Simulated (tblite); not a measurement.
# Ge18H42Si20: the cost of one run

Programs: tblite 0.8.0 and PySCF 2.14.0, with routines of our own; each step states its level. All values are computed. Atoms count from 0.

### 1 The starting structure

80 atoms, charge 0, multiplicity 1; geometry from: force field, distance geometry or constructed start.

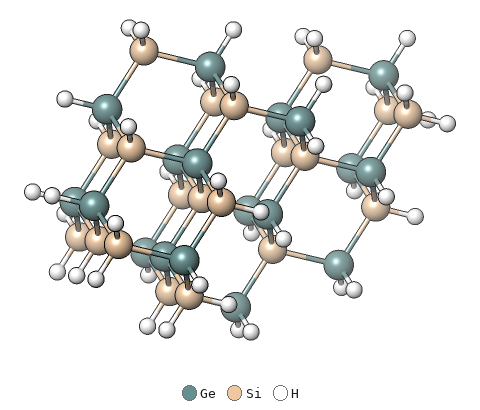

The starting geometry (germanium teal, silicon light orange, hydrogen white).

### 2 Geometry optimisation with GFN1-xTB

The job: settings as JSON, then the geometry in Å.

```
{"job": {"kind": "relax", "xc": "GFN1-xTB", "basis": "xTB"}, "charge": 0, "multiplicity": 1}
Ge    -3.751300    -1.199600    -0.054200
Ge    -0.989400    -3.965200    -0.059500
Ge    -0.981000    -1.200100    -2.821600
Si    -2.371900    -2.578400    -4.213800
Ge    -3.757200    -1.199000    -5.589200
Ge    -0.989500    -1.198300     2.714800
Si    -2.371100    -2.581100     1.329100
Ge    -0.982800     1.574900    -0.051100
Ge    -3.753500     1.570100    -2.823000
Ge    -0.989000     4.341400    -2.821000
Si    -2.373300     2.956000    -4.209700
Si    -2.373700     0.185200    -1.437600
Si    -5.144600     0.187900    -4.202600
Ge    -0.984000     1.571600    -5.595300
Si    -2.373400     0.192300    -6.977400
Ge    -0.988100     1.572800     5.493700
Si    -2.370800     0.189100     4.103300
Ge     1.782700    -1.201200    -0.053600
Si     0.398200    -2.581000    -1.435100
Ge     1.786600    -1.196900     5.490100
Ge     1.781500    -3.964000     2.718900
Ge     4.552900    -1.196300     2.717200
Si     3.172200    -2.578200     1.339000
Si     0.394600    -5.357100     1.330900
Si     0.399300    -2.580200     4.103300
Ge     1.777700     4.341300    -0.050100
Ge     4.554500     1.574500    -0.053300
Ge     1.783200     1.572800    -2.821400
Si     3.169400     0.187600    -1.439600
Si     0.399900     0.187600    -4.204200
Si     0.402400     2.957800    -1.438700
Si     5.936900     0.188500     1.332600
Si     0.397800     0.187300     6.870500
Ge     1.785900     1.570900     2.721100
Si     3.170000     2.959000     1.329100
Si     3.169300     0.189400     4.099500
Si     0.398000     0.187300     1.328300
Si     0.399700     2.959700     4.099800
H     -4.638400    -2.085100    -0.936000
H     -4.644300    -0.311100     0.832000
H     -1.869600    -4.853500    -0.932100
H     -3.196600    -3.419800    -3.372500
H     -1.534900    -3.413200    -5.042600
H     -4.636900    -2.081700    -6.477700
H     -3.206200    -3.412500     2.166200
H     -1.871400     2.457100     0.827400
H     -4.637100     2.455600    -1.939800
H     -1.869800     5.228100    -1.936900
H     -0.101200     5.225900    -3.705700
H     -3.200600     3.789300    -5.037000
H     -5.973400    -0.651500    -3.373100
H     -5.965900     1.019900    -5.039300
H     -0.103200     2.455100    -6.475800
H     -1.543200    -0.645800    -7.812000
H     -3.201800     1.017700    -7.807500
H     -1.870000     2.458500     6.371400
H     -3.195900    -0.649900     4.931900
H     -3.199800     1.026200     3.270300
H      1.230300    -3.414900    -2.265000
H      2.666300    -2.079200     6.369800
H      2.663400    -4.850300     3.602300
H      5.441100    -2.081500     3.598900
H      4.001900    -3.413500     0.501800
H     -0.432700    -6.180700     2.164900
H      1.235900    -6.180900     0.503000
H     -0.437400    -3.412400     4.935100
H      2.669600     5.228600    -0.937100
H      0.903000     5.223800     0.836700
H      5.433200     2.450200    -0.940900
H      2.664500     2.452100    -3.700000
H      3.999200    -0.648200    -2.265700
H      1.228400    -0.647900    -5.036400
H      6.772100    -0.645500     0.505200
H      6.770600     1.023500     2.165300
H     -0.427800    -0.643900     7.700100
H      1.237500     1.017000     7.703200
H      3.998100     3.788000     2.164500
H      4.000800     1.020600     4.939200
H     -0.432900     3.784900     3.267500
H      1.228200     3.783600     4.936300
```

Started as:

```console
OMP_NUM_THREADS=8 python large_run.py task.json out
```

The driver reads the jobs from task.json and runs them one after another.

Q: Estimate the wall time and peak memory of this first job on 8 threads of Arm Neoverse V1, shared host.

About 18 s, with a peak of 0.16 GiB.
